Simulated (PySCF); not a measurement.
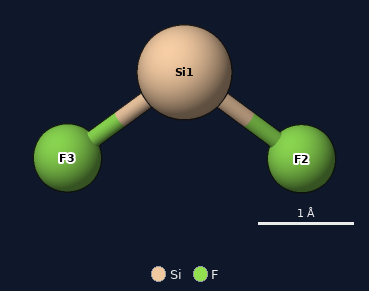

Fig. 1: The structure (ball-and-stick view, seen at a tilt; atoms are numbered from 1 in the order of the input). Bond lengths as drawn: F–Si 1.60 Å.

# SiF2: a changed input and its effect

System: SiF2.
Method of the first run: RKS PBE-D4/def2-TZVPP, density fitting (PySCF 2.14.0).

The geometry comes from this level: PBE0-D4/def2-TZVP. Text and figures count atoms from 1; the logs count them from 0 in places.

### Input, the first run
```python
import json, numpy as np
from pyscf import gto, scf, dft, mp, cc
EV, BOHR = 27.211386245988, 0.529177210903
mol = gto.M(atom="""
Si -1.397409 -0.041111 0.011292
F -1.026145 -0.466148 1.509838
F -1.218110 1.547567 0.103179
""", basis="def2-tzvpp", charge=0, spin=0, max_memory=7225, verbose=0)
def mean_field(mol, dm=None):
    mf = dft.RKS(mol, xc="pbe").density_fit()
    mf.conv_tol = 1e-9; mf.grids.level = 4
    mf.kernel(dm0=dm)
    if not mf.converged: mf = mf.newton().run(mf.mo_coeff, mf.mo_occ)
    assert mf.converged
    return mf
def d4(mol):
    from pyscf.dispersion.dftd4 import DFTD4Dispersion
    real = gto.M(atom=[(mol.atom_pure_symbol(i), mol.atom_coord(i)) for i in range(3)], unit='B', charge=mol.charge, spin=None, basis='def2-svp', verbose=0)
    r = DFTD4Dispersion(real, xc="pbe", atm=True).get_dispersion(grad=True); return r["energy"], r["gradient"]
def energy_and_gradient(mol, dm=None):
    mf = mean_field(mol, dm); e, g = d4(mol)
    return mf, (mf.e_tot + e) * EV, (mf.nuc_grad_method().kernel()[:3] + g) * EV / BOHR
out = {}
mf = mean_field(mol); e = d4(mol)[0]
out.update(energy=(mf.e_tot + e) * EV, converged=True, dispersion=e * EV)
out['s2'] = mf.spin_square()[0]; out['nelec'] = mol.nelec
print(f"Total energy {out['energy']:.6f} eV, <S^2> {out['s2']:.4f}")
json.dump(out, open("out.json", "w"), default=float)
```

Launched with:
```bash
OMP_NUM_THREADS=4 python run.py
```

Hardware: 4 threads of Intel Xeon, 15 GiB of memory available, shared host.

### Output (the first run)
```
Total energy -13307.492871 eV, <S^2> 0.0000
```

The input of the second run differs as follows (lines with − go, lines with + come):
```diff
-    mf = dft.RKS(mol, xc="pbe").density_fit()
+    mf = dft.RKS(mol, xc="pbe0").density_fit()
-    r = DFTD4Dispersion(real, xc="pbe", atm=True).get_dispersion(grad=True); return r["energy"], r["gradient"]
+    r = DFTD4Dispersion(real, xc="pbe0", atm=True).get_dispersion(grad=True); return r["energy"], r["gradient"]
```

Predict how the results change.

The total energies belong to different models, so their difference says nothing on which is more stable or more accurate. The functional changes from PBE to PBE0.

### Output (the second run)
```
Total energy -13308.039587 eV, <S^2> 0.0000
```

### The two runs side by side

```csv
quantity,the first run,the second run
outcome,converged,converged
total energy (hartree),−489.041343,−489.061434
basis functions,104,104
wall time (shared host),2.5 s,2.3 s
```
